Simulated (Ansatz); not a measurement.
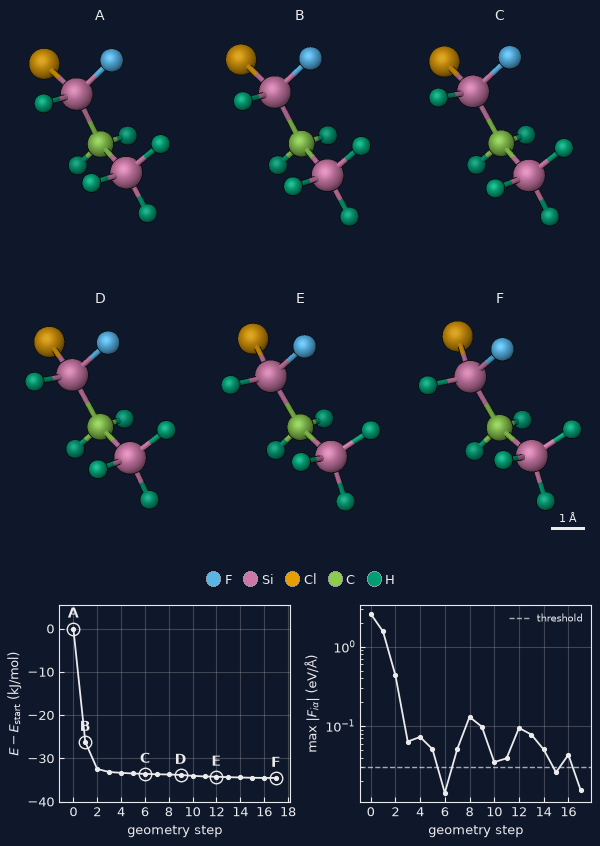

Frames of a relaxation of CH6ClFSi2 (coarse preliminary run), marked on the history of the run. Style: ball-and-stick. Shown from a free direction.

The start comes from a force field.

Theory: Ansatz 0.2.0, RKS PBE-D4/def2-SVP.

Input
```yaml
crystal:
  periodic: [false, false, false]
  atoms:
    - {symbol: F, position_ang: [-0.313500, 0.038400, 2.290100]}
    - {symbol: Si, position_ang: [0.725600, -0.360400, 1.190200]}
    - {symbol: Cl, position_ang: [1.625300, -2.058400, 1.845400]}
    - {symbol: C, position_ang: [-0.025200, -0.716300, -0.408300]}
    - {symbol: Si, position_ang: [-0.730600, 0.882700, -1.028400]}
    - {symbol: H, position_ang: [1.784000, 0.697800, 1.078300]}
    - {symbol: H, position_ang: [-0.887100, -1.444000, -0.270600]}
    - {symbol: H, position_ang: [0.641300, -1.142500, -1.131300]}
    - {symbol: H, position_ang: [-1.737600, 1.491700, -0.052700]}
    - {symbol: H, position_ang: [0.378500, 1.858400, -1.184300]}
    - {symbol: H, position_ang: [-1.395300, 0.695500, -2.307800]}
basis:
  gaussian: {orbitals: def2-SVP}
hamiltonian: {xc: pbe, dispersion: d4}
relax: {f_tol: 0.03, max_steps: 200}
```

Command:
```bash
ansatz run in.yaml --threads 4 --pin off --events-out ev --progress --plain --max-ram 10444MiB
```

What happens along the run?

The atom that moves furthest after the best rigid fit is H6 (0.63 Å). By element the largest moves are H 0.63 Å, F 0.57 Å, Cl 0.54 Å, Si 0.20 Å, C 0.08 Å. Near-neighbour distances that change, for instance: F1–Si2 1.565 → 1.639 Å, Si2–C4 1.802 → 1.863 Å, Si5–H11 1.454 → 1.504 Å, C4–Si5 1.854 → 1.903 Å. Among the angles between lasting bonds that change: Si2–C4–Si5 106.6° → 114.1°, Si2–C4–H8 114.7° → 108.0°, F1–Si2–C4 113.4° → 108.5°. Groups turn about Si2–C4 by about 25°. After 17 geometry steps the energy has fallen by 34.5 kJ/mol. Largest force component: 2.6 eV/Å at the start, 0.015 eV/Å at the end. The forces were under the threshold at step 6, but the run went on from there. The run took 25 s on 4 threads of Arm Neoverse V1, with other jobs on the host. From step 0 to 1: Cl3 moves most (0.18 Å), energy −26.2 kJ/mol. From step 1 to 6: H6 moves most (0.18 Å), energy −7.38 kJ/mol. From step 6 to 9: Cl3 moves most (0.17 Å), energy −0.25 kJ/mol. From step 9 to 12: H10 moves most (0.26 Å), energy −0.41 kJ/mol. From step 12 to 17: Cl3 moves most (0.16 Å), energy −0.27 kJ/mol.

| step | E − E(0), kJ/mol | largest force component, eV/Å |
| --- | --- | --- |
| 0 | 0.00 | 2.6148 |
| 1 | -26.20 | 1.5602 |
| 2 | -32.46 | 0.4386 |
| 3 | -33.14 | 0.0638 |
| 4 | -33.34 | 0.0727 |
| 5 | -33.49 | 0.0511 |
| 6 | -33.58 | 0.0143 |
| 7 | -33.67 | 0.0508 |
| 8 | -33.72 | 0.1303 |
| 9 | -33.83 | 0.0981 |
| 10 | -34.02 | 0.0351 |
| 11 | -34.19 | 0.0392 |
| 12 | -34.25 | 0.0946 |
| 13 | -34.34 | 0.0781 |
| 14 | -34.41 | 0.0506 |
| 15 | -34.48 | 0.0261 |
| 16 | -34.51 | 0.0434 |
| 17 | -34.52 | 0.0154 |
